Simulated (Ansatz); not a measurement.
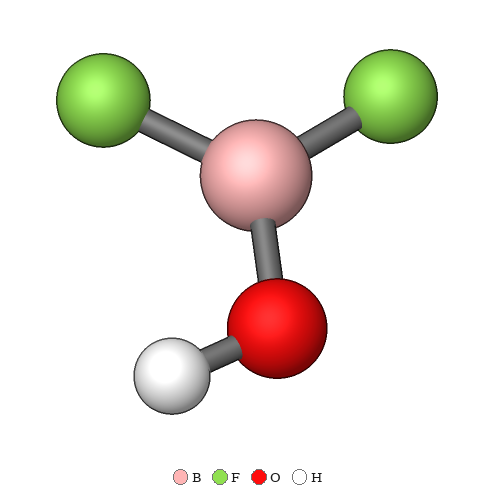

Computed geometry: PBE0-D4/def2-TZVP optimisation.

Question: What is the molecular formula?

Answer: BF₂HO, 5 atoms: 1 boron, 2 fluorine, 1 hydrogen and 1 oxygen.

Question: Which point group does it belong to?

Answer: Cs.

The parts below concern this one geometry. Atoms keep their numbers from picture to picture.

## Geometry

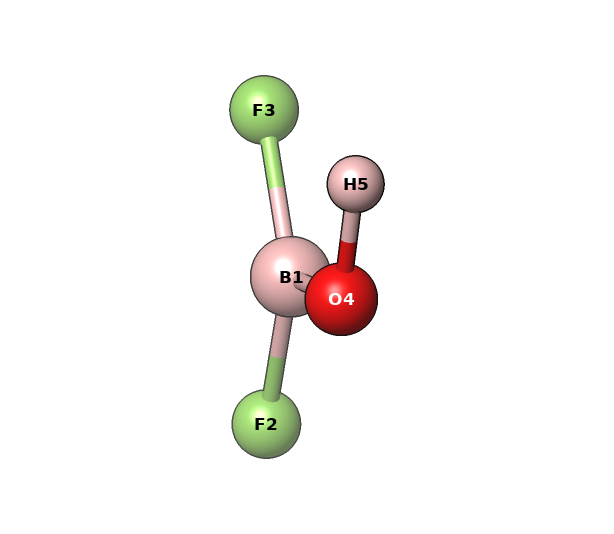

B1 lies behind O4. The molecule seen a little off the O4–B1 bond, O4 in front. Depth is shown by fading: the farther an atom, the more it takes the colour of the background.

Question: What is the torsion angle H5–O4–B1–F2? The sign is positive where the front bond must turn clockwise to cover the back bond.

Answer: 180°, antiperiplanar (anti).

## Thermal motion

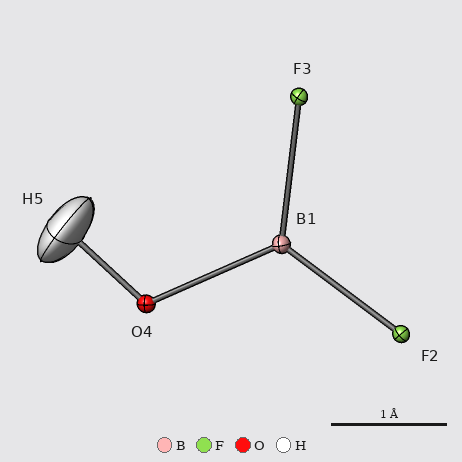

Displacement ellipsoids at the 50 % level, enlarged 1.5 times, from the internal vibrations of the free molecule (harmonic, no overall translation or rotation; no half-axis is drawn under 0.075 Å). Vibrations computed with RKS PBE0-D4/def2-TZVP (Ansatz 0.2.0). Temperature: 400 K.

Question: Which atom has the largest mean-square displacement?

Answer: H5, with U_eq = 0.0215 Å².

Question: Does H5 move more along its bond or across it?

Answer: Across it: the root-mean-square amplitude is 0.072 Å along the bond and up to 0.193 Å across, since bending and torsion are softer than stretching.

List U_eq and the three principal root-mean-square amplitudes for each kind of atom.

```json
{"atom": "B1", "U_eq (Å²)": "0.0016", "rms amplitudes (Å)": "0.035, 0.036, 0.048"}
{"atom": "F2", "U_eq (Å²)": "0.00074", "rms amplitudes (Å)": "0.011, 0.032, 0.033"}
{"atom": "F3", "U_eq (Å²)": "0.00075", "rms amplitudes (Å)": "0.009, 0.033, 0.033"}
{"atom": "O4", "U_eq (Å²)": "0.00089", "rms amplitudes (Å)": "0.017, 0.034, 0.035"}
{"atom": "H5", "U_eq (Å²)": "0.0215", "rms amplitudes (Å)": "0.071, 0.149, 0.193"}
```

## Electronic properties

Method: RKS PBE0-D4/def2-TZVP (Ansatz 0.2.0).

Computed properties:

- dipole moment: 2.01 D
- harmonic zero-point energy: 65.3 kJ/mol

## Charges

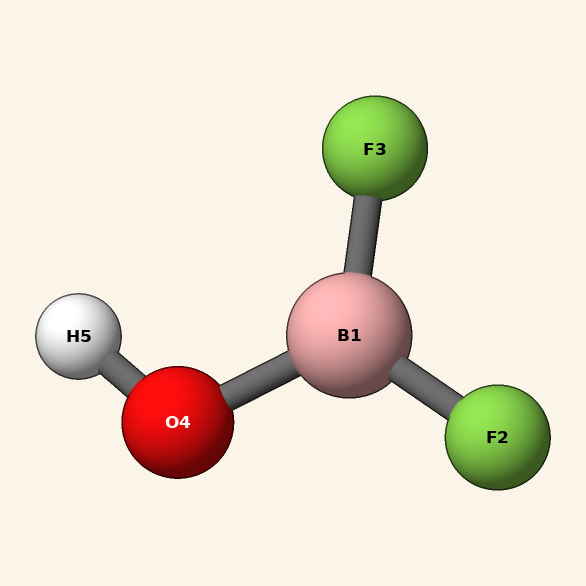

The questions are on Mulliken charges. Level of theory: RKS PBE0-D4/def2-TZVP (Ansatz 0.2.0).

Give the Mulliken charges atom by atom.

| atom | value (e) |
| --- | --- |
| B1 | 0.54 |
| F2 | −0.24 |
| F3 | −0.25 |
| O4 | −0.40 |
| H5 | 0.34 |

Mulliken values depend strongly on the basis set and can even reverse the polarity of a bond.
